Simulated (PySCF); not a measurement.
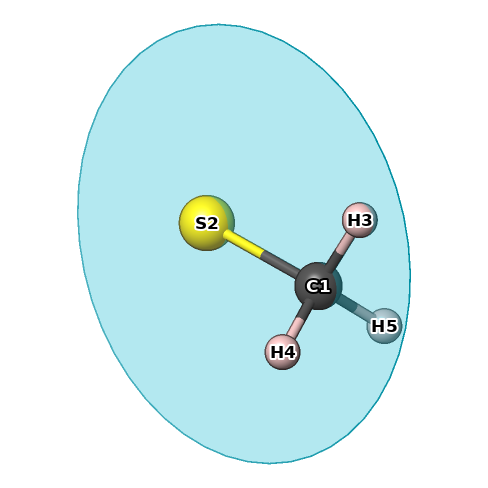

A disc through the centre of mass is drawn in. Depth is shown by fading: the farther an atom, the more it takes the colour of the background. Charge −1, singlet. Computed geometry: GFN2-xTB optimisation. No frequency run is at hand to confirm it as a minimum.

**Is the plane of the disc a mirror plane of the structure?**

Yes. The reflection leaves C1, S2, H3 in place and moves H4 ↔ H5. The point group is C3v.
